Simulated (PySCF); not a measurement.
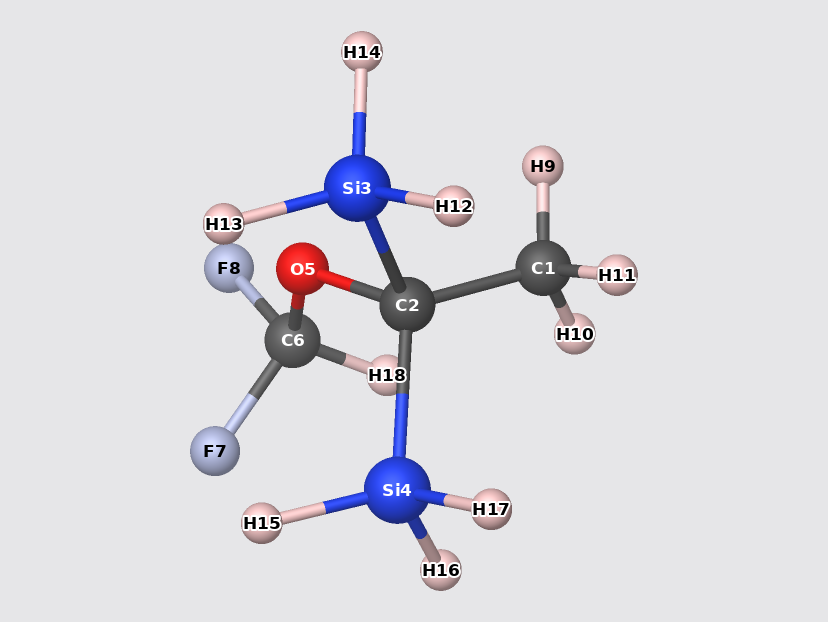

The computed structure is the end point of a GFN2-xTB optimisation. No frequency run is at hand to confirm it as a minimum. Electric field gradients from the ground-state density, PBE0/pcSseg-1 (PySCF 2.14.0), non-relativistic apart from any core potentials.

Give the largest field-gradient component, the quadrupole coupling constant and the asymmetry for 17O at O5 (Q = −25.6 mb), 2H at H9 (Q = 2.86 mb), 2H at H10 (Q = 2.86 mb), 2H at H11 (Q = 2.86 mb), 2H at H12 (Q = 2.86 mb).

| atom | V_zz (a.u.) | e²qQ/h (MHz) | η |
| --- | --- | --- | --- |
| O5 | 1.907 | −11.47 | 0.86 |
| H9 | 0.309 | 0.207 | 0.02 |
| H10 | 0.308 | 0.207 | 0.03 |
| H11 | 0.314 | 0.211 | 0.03 |
| H12 | 0.160 | 0.108 | 0.02 |

The geometry is semi-empirical. Around Si such bond lengths and angles can be off by a tenth of an ångström or more and by several degrees, and values that hang on the shape move with them.
